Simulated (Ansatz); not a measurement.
# Molecular dynamics of CH3BOS (part 2 of 2)

Continued. System: CH3BOS. Method: RKS revPBE-d4/def2-SVP (Ansatz 0.2.0). The geometry comes from this level: PBE0-D4/def2-TZVP.

Geometry of the input (Å):
```
S  -1.4836  0.6938  -0.7883
C  -0.3758  0.1210  0.4551
B  1.0124  -0.4300  0.2230
O  0.0571  -1.3325  0.3881
H  -0.5821  0.9150  -1.7590
H  -0.7390  0.3655  1.4480
H  2.1723  -0.4009  -0.0124
```

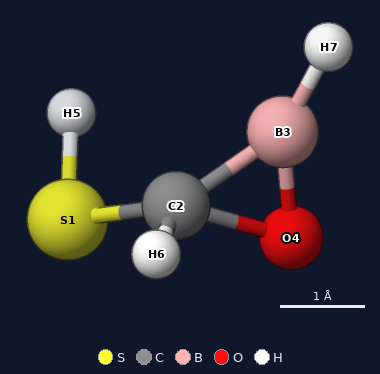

Fig. 1: The geometry at step 13 of the log (ball-and-stick view, seen at a tilt; atoms are numbered from 1 in the order of the input).

Trajectory as extended XYZ, continued:
```
7
Properties=species:S:1:pos:R:3:forces:R:3 step=6 time_fs=6.0 energy=-14634.85080 temperature=495.6
S    -1.5087    0.6760   -0.7765    0.4100   0.2929  -0.5780
C    -0.2918    0.1629    0.4463   -2.3329   0.8921   1.0505
B     1.0569   -0.4501    0.1522   -0.4021  -0.5725   0.7158
O     0.0120   -1.3273    0.3975    1.6842   0.5194  -0.1810
H    -0.5844    0.8983   -1.7594   -0.2876   0.0041  -0.1625
H    -0.8088    0.5275    1.4165    1.3431  -0.7501  -0.7040
H     2.2609   -0.3333   -0.0202   -0.4147  -0.3858  -0.1409
7
Properties=species:S:1:pos:R:3:forces:R:3 step=7 time_fs=7.0 energy=-14634.80347 temperature=465.5
S    -1.5146    0.6731   -0.7752    0.8312   0.3854  -0.9068
C    -0.2823    0.1727    0.4443   -2.3165   0.8009   1.0206
B     1.0631   -0.4577    0.1415   -0.8686  -0.5743   0.8659
O     0.0053   -1.3280    0.3989    1.8913   0.7349  -0.2017
H    -0.5834    0.8999   -1.7843   -0.6441  -0.0894   0.2359
H    -0.7934    0.5526    1.4192    1.3911  -0.8302  -0.8224
H     2.2617   -0.3277   -0.0182   -0.2843  -0.4274  -0.1914
7
Properties=species:S:1:pos:R:3:forces:R:3 step=8 time_fs=8.0 energy=-14634.78698 temperature=546.7
S    -1.5212    0.6703   -0.7737    1.0697   0.4452  -1.0779
C    -0.2747    0.1838    0.4424   -2.0657   0.5752   0.6872
B     1.0679   -0.4662    0.1310   -1.2847  -0.5393   1.0071
O    -0.0003   -1.3284    0.4000    2.0466   0.9041  -0.2146
H    -0.5942    0.8977   -1.8089   -0.8347  -0.1490   0.5061
H    -0.7641    0.5705    1.4138    1.2467  -0.7791  -0.6648
H     2.2634   -0.3278   -0.0112   -0.1778  -0.4572  -0.2432
7
Properties=species:S:1:pos:R:3:forces:R:3 step=9 time_fs=9.0 energy=-14634.79289 temperature=511.7
S    -1.5275    0.6670   -0.7728    1.1960   0.4911  -1.1510
C    -0.2687    0.1964    0.4415   -1.6419   0.2436   0.0903
B     1.0710   -0.4760    0.1211   -1.6240  -0.4252   1.1271
O    -0.0042   -1.3271    0.4005    2.1106   0.9748  -0.2049
H    -0.6123    0.8947   -1.8343   -0.9256  -0.1920   0.7196
H    -0.7261    0.5816    1.4049    0.9596  -0.6128  -0.2876
H     2.2639   -0.3320   -0.0025   -0.0746  -0.4795  -0.2936
7
Properties=species:S:1:pos:R:3:forces:R:3 step=10 time_fs=10.0 energy=-14634.80935 temperature=562.4
S    -1.5332    0.6634   -0.7722    1.2315   0.5197  -1.1233
C    -0.2643    0.2090    0.4407   -1.0983  -0.1496  -0.6748
B     1.0729   -0.4870    0.1128   -1.8696  -0.2378   1.1908
O    -0.0054   -1.3243    0.4007    2.0661   0.9416  -0.1607
H    -0.6338    0.8914   -1.8548   -0.9347  -0.2151   0.8545
H    -0.6784    0.5896    1.3968    0.5729  -0.3670   0.2469
H     2.2628   -0.3418    0.0037    0.0320  -0.4916  -0.3333
7
Properties=species:S:1:pos:R:3:forces:R:3 step=11 time_fs=11.0 energy=-14634.82794 temperature=537.8
S    -1.5389    0.6594   -0.7714    1.1139   0.5102  -0.9044
C    -0.2605    0.2212    0.4394   -0.5400  -0.5826  -1.5714
B     1.0737   -0.4979    0.1063   -1.8885  -0.0213   1.1783
O    -0.0047   -1.3212    0.4012    1.9576   0.8593  -0.0931
H    -0.6633    0.8859   -1.8639   -0.7921  -0.1996   0.8070
H    -0.6243    0.5960    1.3884    0.1450  -0.0562   0.9300
H     2.2660   -0.3540    0.0051    0.0042  -0.5098  -0.3464
7
Properties=species:S:1:pos:R:3:forces:R:3 step=12 time_fs=12.0 energy=-14634.84372 temperature=572.5
S    -1.5438    0.6547   -0.7709    0.8553   0.4695  -0.5105
C    -0.2569    0.2328    0.4373   -0.1330  -0.9297  -2.2848
B     1.0725   -0.5088    0.1011   -1.5786   0.2345   1.0974
O    -0.0030   -1.3177    0.4023    1.7755   0.7116  -0.0101
H    -0.6992    0.8771   -1.8650   -0.5152  -0.1489   0.5879
H    -0.5716    0.6019    1.3862   -0.1755   0.2043   1.4525
H     2.2761   -0.3681    0.0027   -0.2284  -0.5412  -0.3324
7
Properties=species:S:1:pos:R:3:forces:R:3 step=13 time_fs=13.0 energy=-14634.86966 temperature=513.5
S    -1.5474    0.6499   -0.7699    0.4952   0.4112  -0.0220
C    -0.2534    0.2438    0.4329    0.0128  -1.0031  -2.2916
B     1.0697   -0.5201    0.0965   -1.1097   0.5236   0.9794
O     0.0002   -1.3140    0.4038    1.5062   0.4892   0.0810
H    -0.7379    0.8656   -1.8628   -0.1599  -0.0763   0.2506
H    -0.5260    0.6105    1.3977   -0.2532   0.2232   1.3158
H     2.2867   -0.3843   -0.0004   -0.4915  -0.5677  -0.3131
7
Properties=species:S:1:pos:R:3:forces:R:3 step=14 time_fs=14.0 energy=-14634.89513 temperature=514.8
S    -1.5504    0.6456   -0.7684    0.0747   0.3418   0.5258
C    -0.2507    0.2537    0.4271    0.0259  -0.8359  -1.6368
B     1.0671   -0.5308    0.0925   -0.7332   0.8254   0.8471
O     0.0048   -1.3099    0.4049    1.1649   0.2171   0.1886
H    -0.7757    0.8537   -1.8580    0.2347   0.0097  -0.1775
H    -0.4868    0.6237    1.4222   -0.1781   0.0113   0.5566
H     2.2899   -0.4032   -0.0052   -0.5889  -0.5693  -0.3037
7
Properties=species:S:1:pos:R:3:forces:R:3 step=15 time_fs=15.0 energy=-14634.88624 temperature=481.8
S    -1.5533    0.6409   -0.7657   -0.3331   0.2809   1.0487
C    -0.2486    0.2621    0.4215    0.0496  -0.5764  -0.7450
B     1.0649   -0.5398    0.0888   -0.4056   1.1134   0.7077
O     0.0097   -1.3046    0.4057    0.7805  -0.0844   0.3165
H    -0.8093    0.8419   -1.8523    0.6011   0.0933  -0.6160
H    -0.4521    0.6410    1.4532   -0.0953  -0.2836  -0.4120
H     2.2893   -0.4282   -0.0112   -0.5973  -0.5431  -0.2999
7
Properties=species:S:1:pos:R:3:forces:R:3 step=16 time_fs=16.0 energy=-14634.84666 temperature=465.6
S    -1.5564    0.6356   -0.7624   -0.6321   0.2497   1.4197
C    -0.2465    0.2687    0.4155    0.1312  -0.3558  -0.0251
B     1.0624   -0.5470    0.0861   -0.0439   1.3811   0.5292
O     0.0150   -1.2986    0.4064    0.3520  -0.4140   0.4671
H    -0.8391    0.8309   -1.8518    0.8532   0.1492  -0.9248
H    -0.4179    0.6575    1.4797   -0.0953  -0.5100  -1.1747
H     2.2861   -0.4564   -0.0206   -0.5653  -0.5002  -0.2915
7
Properties=species:S:1:pos:R:3:forces:R:3 step=17 time_fs=17.0 energy=-14634.80836 temperature=463.4
S    -1.5597    0.6297   -0.7586   -0.7172   0.2683   1.4716
C    -0.2437    0.2732    0.4078    0.2424  -0.1860   0.4989
B     1.0602   -0.5534    0.0840    0.2856   1.6188   0.3172
O     0.0206   -1.2930    0.4072   -0.0973  -0.7550   0.6308
H    -0.8622    0.8246   -1.8600    0.8913   0.1547  -0.9438
H    -0.3830    0.6715    1.4971   -0.1578  -0.6548  -1.6912
H     2.2784   -0.4871   -0.0335   -0.4470  -0.4459  -0.2835
7
Properties=species:S:1:pos:R:3:forces:R:3 step=18 time_fs=18.0 energy=-14634.79962 temperature=407.2
S    -1.5632    0.6236   -0.7541   -0.5215   0.3545   1.0902
C    -0.2404    0.2762    0.3995    0.3430  -0.0938   0.7887
B     1.0582   -0.5595    0.0816    0.5365   1.8186   0.1047
O     0.0255   -1.2878    0.4080   -0.5286  -1.0854   0.7924
H    -0.8719    0.8223   -1.8768    0.6569   0.0947  -0.5766
H    -0.3523    0.6797    1.5015   -0.2432  -0.7010  -1.9160
H     2.2663   -0.5193   -0.0492   -0.2430  -0.3876  -0.2835
7
Properties=species:S:1:pos:R:3:forces:R:3 step=19 time_fs=19.0 energy=-14634.81956 temperature=442.0
S    -1.5671    0.6179   -0.7491   -0.1364   0.4846   0.4395
C    -0.2371    0.2788    0.3922    0.4333  -0.1332   0.7411
B     1.0562   -0.5650    0.0793    0.7132   1.9779  -0.1016
O     0.0297   -1.2833    0.4090   -0.9207  -1.3857   0.9456
H    -0.8696    0.8197   -1.9009    0.2540  -0.0079   0.0364
H    -0.3249    0.6788    1.4893   -0.3513  -0.6054  -1.7704
H     2.2515   -0.5527   -0.0684    0.0078  -0.3301  -0.2906
7
Properties=species:S:1:pos:R:3:forces:R:3 step=20 time_fs=20.0 energy=-14634.84320 temperature=460.5
S    -1.5704    0.6126   -0.7432    0.2426   0.6108  -0.2083
C    -0.2330    0.2811    0.3854    0.5040  -0.2985   0.3865
B     1.0554   -0.5687    0.0763    0.8041   2.0119  -0.2688
O     0.0334   -1.2802    0.4103   -1.1828  -1.5682   1.0572
H    -0.8621    0.8156   -1.9254   -0.1385  -0.1043   0.6187
H    -0.3026    0.6721    1.4633   -0.4519  -0.3883  -1.2862
H     2.2388   -0.5913   -0.0900    0.2225  -0.2634  -0.2989
```

Results in brief:

```json
{"quantity": "outcome", "value": "finished"}
{"quantity": "mean temperature over the second half", "value": "493 K"}
{"quantity": "trajectory", "value": "20 steps, 20 fs"}
{"quantity": "ensemble", "value": "nvt_langevin"}
{"quantity": "temperature in the input", "value": "700 K"}
{"quantity": "time step", "value": "1 fs"}
{"quantity": "potential energy (last step)", "value": "−14634.8432 eV"}
{"quantity": "mean-field energy (last step)", "value": "−14634.4260 eV"}
{"quantity": "dispersion energy (last step)", "value": "−0.4173 eV"}
{"quantity": "SCF solution under orbital rotations (last step)", "value": "stable"}
{"quantity": "largest force (length of the vector) (last step)", "value": "2.231 eV/Å"}
{"quantity": "dipole moment (last step)", "value": "1.52 D"}
{"quantity": "hardware", "value": "2 threads of Arm Neoverse V1, 23 GiB of memory available, shared host"}
{"quantity": "wall time", "value": "22 s (CPU time 41 s)"}
{"quantity": "peak memory", "value": "0.13 GiB"}
```

Remarks:

So short a trajectory is not equilibrated. The logged temperature at the start can lie below the typed one, since it is counted over all degrees of freedom.
